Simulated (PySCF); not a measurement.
Molecule (SMILES): ClB(Cl)Cl.
Geometry (B3LYP-D3(BJ)/def2-TZVP, fixed):
```
B
Cl 1 1.7452
Cl 1 1.7452 2 120.00
Cl 1 1.7452 2 120.00 3 -180.00
```
Charge 0, spin multiplicity 1.

Basis-set convergence of the lowest singlet excitation energy at PBE0 with PySCF. Tamm-Dancoff approximation; the state is taken by its order, and sets in which it differs in degeneracy or brightness are left out, yet its character can still change. All functions are spherical. Density fitting with generated auxiliary sets. No added dispersion term, no relativity. Reference: the value in aug-pcseg-2, 5.657 eV, itself unsure by roughly 0.009 eV (its distance from aug-cc-pV(T+d)Z). Deviations are taken from unrounded values. Cost is core time over that of 6-31G**, rough, on shared machines of one kind; a dash marks a row that isn't timed (too short, read off another run, short of memory, by another algorithm or on other hardware).

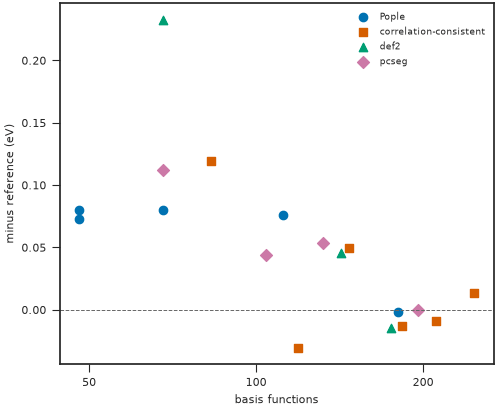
Deviation from the reference against the number of basis functions, by family of sets.

```csv
basis,functions,lowest singlet excitation energy (eV),minus reference (eV),cost
3-21G,48,5.737,0.080,-
6-31G,48,5.730,0.073,-
6-31G**,68,5.737,0.080,1×
def2-SVP,68,5.889,0.233,0.9×
pcseg-1,68,5.769,0.112,1×
cc-pV(D+d)Z,83,5.776,0.119,1×
aug-pcseg-1,104,5.701,0.044,2×
6-311+G**,112,5.733,0.076,2×
aug-cc-pV(D+d)Z,119,5.626,-0.031,2×
pcseg-2,132,5.711,0.054,3×
def2-TZVP,142,5.702,0.045,4×
cc-pV(T+d)Z,147,5.706,0.049,4×
def2-TZVPD,175,5.642,-0.015,5×
"6-311++G(3df,3pd)",180,5.655,-0.002,6×
jun-cc-pV(T+d)Z,183,5.644,-0.013,8×
aug-pcseg-2,196,5.657,0.000,8×
aug-cc-pV(T+d)Z,211,5.648,-0.009,10×
cc-pV(Q+d)Z,247,5.670,0.013,10×
```
